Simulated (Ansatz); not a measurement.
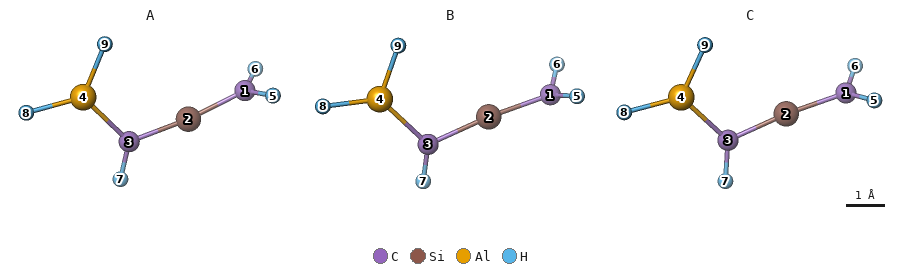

3 geometries from one relaxation of C2H5AlSi, in shuffled order. Style: ball-and-stick. Shown at a tilt.

Method: Ansatz 0.2.0, RKS PBE0-D4/def2-TZVP. Set-up: force threshold 0.005 eV/Å; at most 200 steps.

> Order the frames from highest to lowest energy.

B, C, A. They are steps 0, 2, 15, at +0.305 eV, +0.091 eV relative to the last. The largest moves after the best rigid fit, 0.21 Å, are those of C1 and H8. Largest moves by element: H 0.21 Å, C 0.21 Å, Al 0.10 Å, Si 0.08 Å. Among the contacts that change: Si2–C3 1.777 → 1.695 Å, C1–Si2 1.759 → 1.685 Å, C3–Al4 1.940 → 1.905 Å, Al4–H8 1.563 → 1.586 Å. Among the angles between lasting bonds that change: H8–Al4–H9 111.1° → 122.3°, C3–Al4–H8 131.1° → 121.4°, Al4–C3–H7 130.9° → 125.7°. Over 12 accepted moves (15 points after the start) the energy falls by 0.305 eV. The largest force component goes from 1.5 to 0.00098 eV/Å. The line search rejected the trial steps at points 3, 7, 8 of the run. The run took 62 s on 2 threads of Arm Neoverse V2 (shared host).
